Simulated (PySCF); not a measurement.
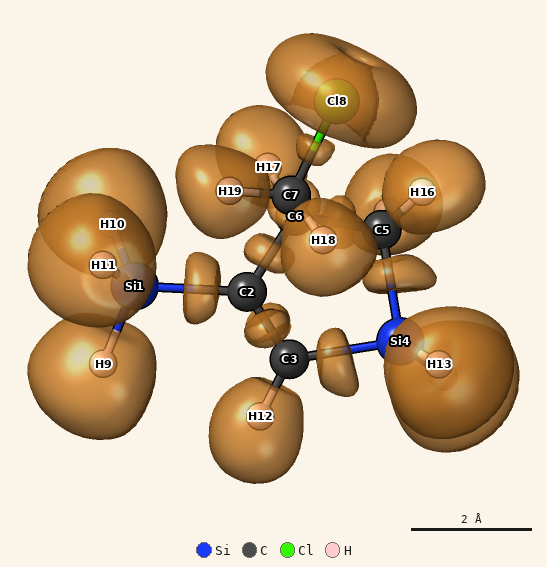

C5H11ClSi2. Isosurface of the electron localisation function at 0.8 (orange), seen at a tilt. Core shells and regions of very low density are left out.

Geometry: GFN2-xTB.

Theory: PBE0/pcSseg-1, SCF density, gas phase, non-relativistic in PySCF.

Input file:

```
{"job": {"kind": "nmr", "xc": "PBE0", "basis": "pcSseg-1"}, "charge": 0, "multiplicity": 1}
Si     2.191411    -0.517213     1.324506
C      0.590247    -0.550194     0.328818
C      0.221296    -1.541572    -0.488201
Si    -1.477322    -1.268578    -1.245242
C     -1.762422     0.190190    -0.055792
C     -0.367775     0.619298     0.423147
C      0.197324     1.726655    -0.460593
Cl    -0.741408     3.235301    -0.309544
H      2.829167    -1.829897     1.241254
H      1.867138    -0.188602     2.715080
H      3.098828     0.503320     0.787795
H      0.856917    -2.399839    -0.642322
H     -1.435356    -0.888415    -2.661720
H     -2.414307    -2.375472    -1.044809
H     -2.347052    -0.139581     0.803381
H     -2.293627     1.036123    -0.485849
H     -0.405867     0.992621     1.452610
H      0.161600     1.431930    -1.509986
H      1.221405     1.973175    -0.179993
```

Command:

```sh
OMP_NUM_THREADS=1 python probes_run.py task.json out
```

Identify the bonds, lone pairs and shells in this picture.

The surface consists of four regions between bonded C–C atoms (shared pairs), one region between bonded C–Cl atoms (shared pairs), three regions between bonded C–Si atoms (shared pairs), eleven regions around hydrogen nuclei and one ring or bowl of non-bonding electrons around Cl. Profiles from the grid: C–C (1.34 Å): the ELF peaks at about 0.90 between the atoms; a short, multiple covalent bond. C–Cl (1.78 Å): the ELF peaks at about 0.90 between the atoms, as expected for localised, covalent bonding.
